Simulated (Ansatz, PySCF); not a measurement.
Stretching the B1–H2 bond in BH5OSi (SMILES BO[SiH3]) (multiplicity 1 held, fragments rigid). Energies count from the point at 1.194 Å.
Geometry at that point (charge 0, multiplicity 1):
```csv
atom,x (Å),y (Å),z (Å)
B,-0.3553,0.1677,1.7461
H,-1.1220,0.7228,2.4744
H,0.5157,-0.5422,2.1656
O,-0.4893,0.3573,0.4177
Si,0.3307,-0.2012,-0.9148
H,0.8626,0.9682,-1.6432
H,-0.6298,-0.9343,-1.7642
H,1.4354,-1.0943,-0.4978
```

Restricted levels (R-, RO-) in cc, def2 and unpolarised 6-31G sets keep to the state of the molecule at rest. U- levels take the lowest unrestricted solution at each point, which mixes spins at long bonds. Active spaces are followed from a long bond inwards. Left out are points that failed, MP2 points that dive below the minimum, coupled-cluster points behind a jump of the amplitudes or a sharp parting from full CI or MRCI, small-basis points behind a change of solution, and semi-empirical points at long bonds. Curves can end on different states.

Frozen-core correlation. Rows in 6-31G* carry no dispersion term and start afresh at each structure (6-31G* with six Cartesian d functions).

Codes used: Ansatz (Gaussian orbitals); PySCF for 6-31G* rows. Values without a source in brackets are computed.

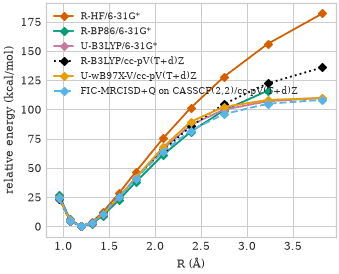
Fig. 1. Relative energy along the coordinate

### Question
Read off the R-HF/6-31G* curve at R = 2.389.

### Answer
about 100 kcal/mol

Doubts at one or more of the structures used: a restricted determinant that unrestricted orbitals would lower (R-HF/6-31G*, R-BP86/6-31G*, R-B3LYP/cc-pV(T+d)Z); a spin-contaminated determinant (U-B3LYP/6-31G*, U-wB97X-V/cc-pV(T+d)Z).

Ansatz is a quantum-chemistry and plane-wave program.
